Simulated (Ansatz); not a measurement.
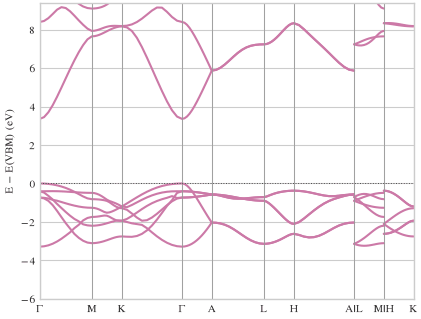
Band structure from PBEsol (plane waves, PAW; program Ansatz)

Q: Read off the gap and where the band edges lie.

A: About 3.4 eV (3.36 eV by a search for the band edges); maximum at Γ, minimum at Γ.

Q: Which of these materials gives this?
A. GaN, wurtzite
B. SiC, wurtzite
C. MgO, wurtzite
D. AlN, wurtzite

A: C, MgO, wurtzite

Space group P6_3mc (wurtzite). The workflow started from a Materials Project entry (that database holds measured and hypothetical structures alike); the Crystallography Open Database copy checked does not list it. It is not the phase usual at ambient conditions (space group No. 225). Symmetry was held in the PBEsol relaxation; whether a distortion lowers the energy is not shown.

Potentials: the earlier of the program's two PAW sets. The files were generated under PBE; for other functionals the program regenerates the frozen cores, and for LDA and PBEsol the local potential too.
